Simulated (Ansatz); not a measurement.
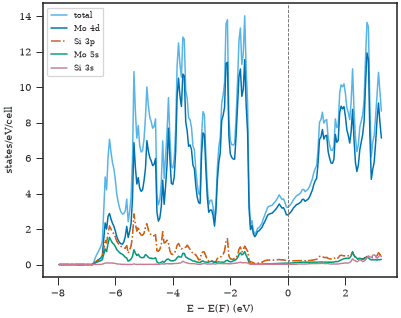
Figure: Total and projected density of states of SiMo3 (A15 (Cr3Si type), Pm-3n), r²SCAN in the plane-wave PAW code Ansatz

Question: Which orbitals carry the states next to the Fermi level?

Answer: Within 0.5 eV of the Fermi level: Mo 4d 87 %, Si 3p 6 %. Projections are on Löwdin-orthogonalised atomic valence shells; empty p or d shells of many metals are not among them.

Question: Where is the tallest occupied peak in this window, and what makes it?

Answer: Near -1.5 eV, about 14 states/eV per cell; the largest projected share is Mo 4d.

Symmetry was held in the r²SCAN relaxation. No spin polarisation was allowed. Spin–orbit coupling is left out wherever it is not named.

Potentials: the later of the program's two PAW sets.
